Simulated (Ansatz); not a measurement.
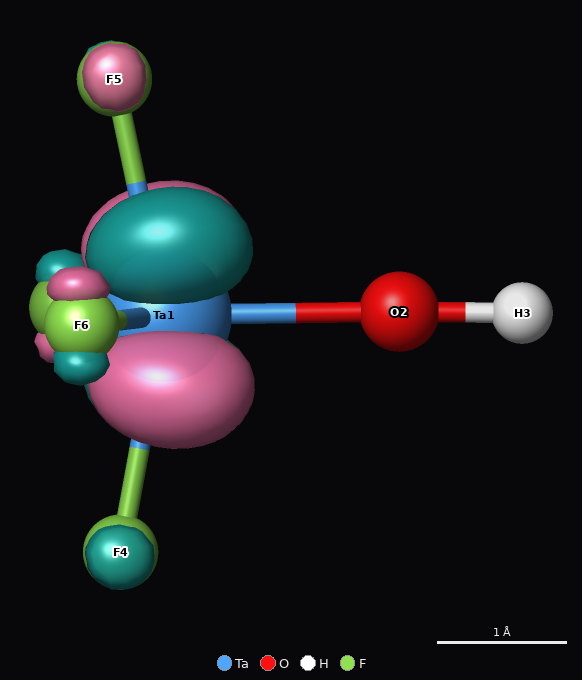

F₄HOTa. The LUMO at ±0.3 Å⁻³ᐟ² (teal and pink are the two phases), seen across its widest extent.

Core potentials replace the inner electrons of Ta.

Level of theory: RKS CAM-B3LYP-D4/def2-SVP in Ansatz 0.2.0.

Input

```
crystal:
  periodic: [false, false, false]
  atoms:
    - { symbol: Ta, position_ang: [0.0, 0.0, 0.0] }
    - { symbol: O, position_ang: [2.02, 0.0, 0.0] }
    - { symbol: H, position_ang: [2.3571, -0.5308, 0.7903] }
    - { symbol: F, position_ang: [0.0, 0.0, 1.93] }
    - { symbol: F, position_ang: [0.0, 0.0, -1.93] }
    - { symbol: F, position_ang: [-0.965, 1.6714, 0.0] }
    - { symbol: F, position_ang: [-0.965, -1.6714, 0.0] }
basis:
  gaussian: { orbitals: def2-SVP }
hamiltonian:
  xc: cam_b3lyp
  dispersion: d4
relax:
  f_tol: 0.02
  max_steps: 40
output:
  orbitals: {}
```

Run with:

```sh
ansatz run input.yaml --threads 2 --pin off --max-ram 3072MiB --backend cpu --events-out ev --progress --plain --runs-dir out
```

The fields are those of the run's last geometry, not of the input's.

Q: Where does this orbital lie, and at what energy?

A: By Hirshfeld shares it lies mainly on Ta1 (about 70 %), F4 (about 5 %), F5 (about 5 %), F6 (about 5 %) and F7 (about 5 %). Its energy is −0.70 eV.
